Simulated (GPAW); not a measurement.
Two runs for the In K edge of atom 1 in YIn (Pm-3m). Run A: GPAW, LDA, excited-electron core hole (neutral cell), 8-atom cell with 6.6 Å between holes, 5×5×5 k points, dipole transitions, Gaussian full width 7.91 eV. Run B has a fault in its input.

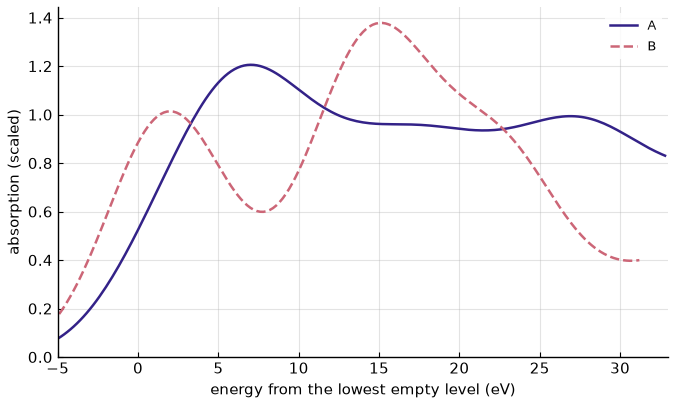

Energy from the lowest empty level; intensity scaled to a mean of 1 over the first 20 eV.

Question: What went wrong in run B?

The spectrum is summed over the zone centre alone. Against the first run the r.m.s. difference is 33 %. Another feature, at 15.2 eV (1.38), becomes the highest below 24 eV; the one at 7.0 eV is gone. Other settings could leave a like mark; this is the one that was changed.

[Hosts, paths, dates, database ids (printed as entryN), source tags and the programs' standing remarks are cut or masked in the printed files.]

[Lists of maxima count a maximum above −3 eV only where it reaches 4 % of the highest in the window and stands out from its surroundings by 2 % of it (1.5 % where it reaches 55 %); shoulders and weaker maxima are passed over, and of the rest the first, up to two pre-edge ones and the few strongest are named.]
